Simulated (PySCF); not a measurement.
# RuSOH: relaxation and vibrations of the sextet

Where does sextet RuSOH go from a PBE0 minimum start, is the end point a minimum, and what are its modes, charges and moments?

Computed with PySCF 2.14.0. Level: PBE0, basis Ru def2-SVP with ECP28, S def2-SVP, O def2-SVP, H def2-SVP, scalar-relativistic core potentials, no spin–orbit coupling, density fitting.

## 1. The system as given

4 atoms, charge 0, spin multiplicity 6.

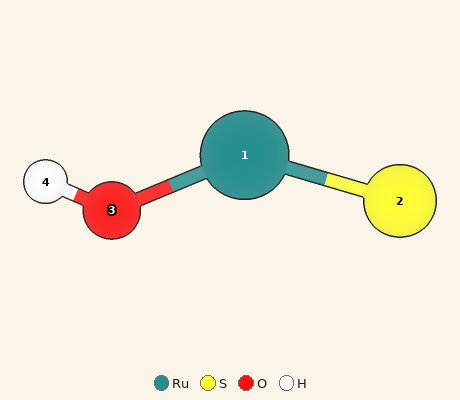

Start geometry, drawn with ruthenium teal, sulfur yellow, oxygen red, hydrogen white; atoms are numbered from 1 in the order of the file.

Coordinates in bohr (charge 0 multiplicity 6):
```
Ru   -0.4532    0.0000    0.3917
S     1.1449    0.0000   -3.3606
O     0.5472    0.0000    3.8800
H    -0.3675    0.0000    5.4531
```

## 2. First SCF at the start

One driver script runs all steps and calls PySCF; scf.py shows how it sets up the SCF of each step. The optimiser is the driver's own. After this first run the driver tries any further starts and a stability analysis.

scf.py

```python
from pyscf import gto, scf, dft
mol = gto.M(atom='''
Ru    -0.239807     0.000000     0.207301
S      0.605845     0.000000    -1.778337
O      0.289541     0.000000     2.053193
H     -0.194482     0.000000     2.885644''',
    basis={'Ru': 'def2-SVP', 'S': 'def2-SVP', 'O': 'def2-SVP', 'H': 'def2-SVP'},
    ecp={'Ru': 'def2-SVP'},
    charge=0, spin=5)
mf = dft.UKS(mol, xc='PBE0')
mf.grids.atom_grid = (50, 194)
aux = {'Ru': 'def2-universal-JKFIT', 'S': 'def2-universal-JKFIT', 'O': 'def2-universal-JKFIT', 'H': 'def2-universal-JKFIT'}
mf = mf.density_fit(auxbasis=aux)
mf.conv_tol = 1e-08
mf.diis_space = 10
mf.max_cycle = 60
mf.init_guess = 'minao'
mf.verbose = 4
mf.kernel()
```

Command:

```console
$ OMP_NUM_THREADS=2 python axn.py task.json out
```

The log of the run:

```text
init E= -559.167588877336
[... the frontier-level lines of each cycle are left out ...]
cycle= 1 E= -567.786643557211  delta_E= -8.62  |g|= 0.998  |ddm|= 2.26
cycle= 2 E= -562.171020007916  delta_E= 5.62  |g|= 2.82  |ddm|= 4.78
cycle= 3 E= -568.352530181904  delta_E= -6.18  |g|= 0.405  |ddm|= 4.36
cycle= 4 E= -568.297930056386  delta_E= 0.0546  |g|= 0.552  |ddm|= 0.658
cycle= 5 E= -568.425856108531  delta_E= -0.128  |g|= 0.168  |ddm|= 0.329
cycle= 6 E= -568.432227722758  delta_E= -0.00637  |g|= 0.131  |ddm|= 0.163
cycle= 7 E= -568.441352632419  delta_E= -0.00912  |g|= 0.0501  |ddm|= 0.0996
cycle= 8 E= -568.443291261297  delta_E= -0.00194  |g|= 0.0137  |ddm|=  0.1
cycle= 9 E= -568.443468084976  delta_E= -0.000177  |g|= 0.00392  |ddm|= 0.0209
cycle= 10 E= -568.443553455033  delta_E= -8.54e-05  |g|= 0.00208  |ddm|= 0.0245
cycle= 11 E= -568.443594420123  delta_E= -4.1e-05  |g|= 0.00111  |ddm|= 0.0198
cycle= 12 E= -568.443612305412  delta_E= -1.79e-05  |g|= 0.00071  |ddm|= 0.014
cycle= 13 E= -568.443619810549  delta_E= -7.51e-06  |g|= 0.000373  |ddm|= 0.0107
cycle= 14 E= -568.443621505589  delta_E= -1.7e-06  |g|= 0.000221  |ddm|= 0.00569
cycle= 15 E= -568.443621739657  delta_E= -2.34e-07  |g|= 9.84e-05  |ddm|= 0.00187
cycle= 16 E= -568.44362178767  delta_E= -4.8e-08  |g|= 3.05e-05  |ddm|= 0.000891
cycle= 17 E= -568.443621792812  delta_E= -5.14e-09  |g|= 1.3e-05  |ddm|= 0.000249
Extra cycle  E= -568.443621792835  delta_E= -2.22e-11  |g|= 2.7e-05  |ddm|= 5.44e-05
converged SCF energy = -568.443621792835  <S^2> = 8.7654086  2S+1 = 6.005134
```

This step, with its further starts and checks, needed 12 s of wall time on 2 threads of Intel Xeon 6975P-C (Granite Rapids), shared host.

The starts that the driver tried:

| start | energy (Eh) |
| --- | --- |
| the minimal-basis guess | -568.443622 |
| a thermally smeared density | -568.443622 |
| a smeared PBE density | -568.443622 |

The test of internal stability and the other starts found no lower solution of this spin.

## 3. Relaxing the sextet from the PBE0 minimum start

The program finds Cs symmetry in the start, which this walk keeps. Threshold on the gradient: 0.0003 Eh/bohr, with a further test on the energy change.

scf.py: that of step 2 with these lines changed.

```diff
@@ -3,4 +3,4 @@
-Ru    -0.239807     0.000000     0.207301
-S      0.605845     0.000000    -1.778337
-O      0.289541     0.000000     2.053193
-H     -0.194482     0.000000     2.885644''',
+Ru    -0.235618     0.000000     0.207191
+S      0.610034     0.000000    -1.778447
+O      0.293730     0.000000     2.053083
+H     -0.190293     0.000000     2.885534''',
@@ -17 +16,0 @@
-mf.init_guess = 'minao'
```

Steps of the walk:

| step | energy (Eh) | change (kJ/mol) | largest symmetric gradient (Eh/bohr) |
| --- | --- | --- | --- |
| 0 | -568.443622 | 0.00 | 0.00023 |

The walk took 1.2 s.

Positions (Å) and forces (eV/Å) along the way:

```
step 0
Ru  -0.236   0.000   0.207   0.011   0.000  -0.001
S    0.610   0.000  -1.778  -0.012   0.000   0.001
O    0.294   0.000   2.053  -0.001   0.000   0.001
H   -0.190   0.000   2.886   0.003   0.000  -0.002
```

After 0 steps and 0.0 kJ/mol it ends at Cs: O–H 0.963 Å, Ru–O 1.920 Å, Ru–S 2.158 Å; H–O–Ru 133.8°, O–Ru–S 140.9°.

## 4. Is it a minimum? Harmonic modes

The point is checked on the finer grid, and tightened if its gradient asks for it. The Hessian and the dipole derivatives come from central differences of analytic gradients, with steps of 0.02 bohr.

scf.py: that of step 3 with these lines changed.

```diff
@@ -11 +11 @@
-mf.grids.atom_grid = (50, 194)
+mf.grids.atom_grid = (75, 302)
@@ -14 +14 @@
-mf.conv_tol = 1e-08
+mf.conv_tol = 1e-10
```

The driver hands on the density of the step before, so the log starts near convergence.

SCF at the final geometry:

```text
init E= -568.443632417766
[... the frontier-level lines of each cycle are left out ...]
cycle= 1 E= -568.44363241771  delta_E= 5.59e-11  |g|= 1.06e-05  |ddm|= 1.31e-05
cycle= 2 E= -568.443632417005  delta_E= 7.05e-10  |g|= 3.65e-05  |ddm|= 4.57e-05
cycle= 3 E= -568.443632417773  delta_E= -7.68e-10  |g|= 8.52e-07  |ddm|= 3.59e-05
cycle= 4 E= -568.443632417771  delta_E= 1.59e-12  |g|= 3.22e-07  |ddm|= 8.84e-07
Extra cycle  E= -568.443632417772  delta_E= -9.09e-13  |g|= 6.54e-07  |ddm|= 1.03e-06
converged SCF energy = -568.443632417772  <S^2> = 8.7654086  2S+1 = 6.005134
```

The whole step took 71 s.

Geometry: Cs; O–H 0.963 Å, Ru–O 1.920 Å, Ru–S 2.158 Å; H–O–Ru 133.8°, O–Ru–S 140.9°.

Harmonic modes (main isotopes):

```csv
symmetry,ω (cm⁻¹),IR (km/mol),μ (u)
a'',41,117,1.07
a',89,2.2,10.24
a',377,178,1.19
a',466,7.8,33.50
a',640,82.7,6.57
a',3902,194,1.07
```

All wavenumbers are real: a minimum.

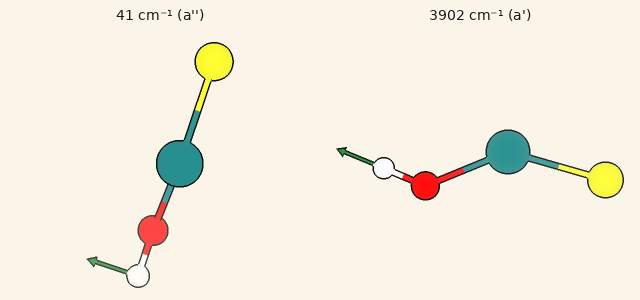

Displacements of 2 of the modes, as arrows (one member where a mode is degenerate).

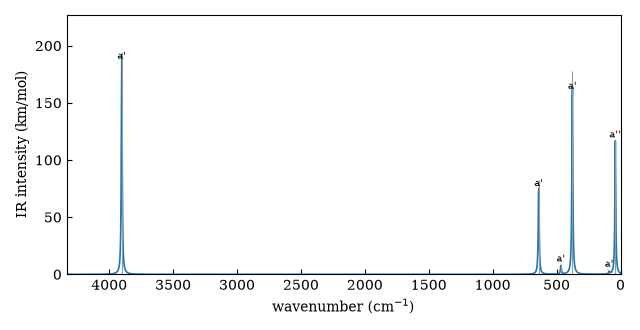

The harmonic infrared spectrum (widths in cm⁻¹). Lines are broadened to a width of 8 cm⁻¹ (Lorentzian).

Properties at this point:

```yaml
Dipole_moment: 3.56 D
Highest_occupied_level: -6.69 eV
Lowest_empty_level: -3.95 eV
Rotational_constants: 1.257, 0.09021, 0.08417 cm⁻¹
Zero-point_energy: 33.0 kJ/mol
Principal_polarisabilities: 34.8, 39.7, 92.9 bohr³
Atomisation_energy_without_zero-point_energy: 1076 kJ/mol
Principal_traceless_quadrupole_moments_about_the_centre_of_mass: -3.85, 1.57, 2.28 D Å
Entropy_at_298.15_K_and_1_bar_electronic_part_spin_only: 335.9 J/(mol K)
Heat_capacity_Cp_at_298.15_K: 65.6 J/(mol K)
Enthalpy_at_298.15_K_above_0_K: 16.04 kJ/mol
Rotational_symmetry_number: 1
Spin_squared_⟨S²⟩: 8.765
```

Populations by atom (charges in e):

| atom | Mulliken | Löwdin | polar tensor | spin (Mulliken) | Mayer order to Ru1 |
| --- | --- | --- | --- | --- | --- |
| Ru1 | 0.48 | -0.06 | 0.88 | 3.70 | – |
| S2 | -0.19 | 0.16 | -0.34 | 1.06 | 1.99 |
| O3 | -0.49 | -0.19 | -0.89 | 0.22 | 1.03 |
| H4 | 0.20 | 0.09 | 0.35 | 0.02 | 0.03 |

Mulliken populations on Ru1 (outside its core potential): s 2.59, p 6.47, d 6.46, f 0.01.

## 5. What came out

| quantity | value |
| --- | --- |
| minimum | sextet, Cs |
| geometry | O–H 0.963 Å, Ru–O 1.920 Å, Ru–S 2.158 Å; H–O–Ru 133.8°, O–Ru–S 140.9° |
| wavenumbers (cm⁻¹) | 41 (a''), 89 (a'), 377 (a'), 466 (a'), 640 (a'), 3902 (a') |
| dipole moment | 3.56 D |
| highest occupied, lowest empty level (either spin) | -6.69, -3.95 eV |
| polar-tensor charge of Ru1 | +0.88 e |
| zero-point energy | 33.0 kJ/mol |
| entropy at 298.15 K | 335.9 J/(mol K) |
| atomisation energy (no zero-point energy) | 1076 kJ/mol |
| ⟨S²⟩ | 8.765 |

What this shows: The molecule stays Cs, as typed, and the end point is a minimum. In the infrared the band at 3902 cm⁻¹ (a') leads. Most of the spin sits on Ru1 (Mulliken spin 3.70, against 5 for the whole molecule). Only this shape and spin were tried, so other structures or states may lie lower. One determinant may miss the lowest occupation of an open d or f shell.

The search up to here took 84 s.
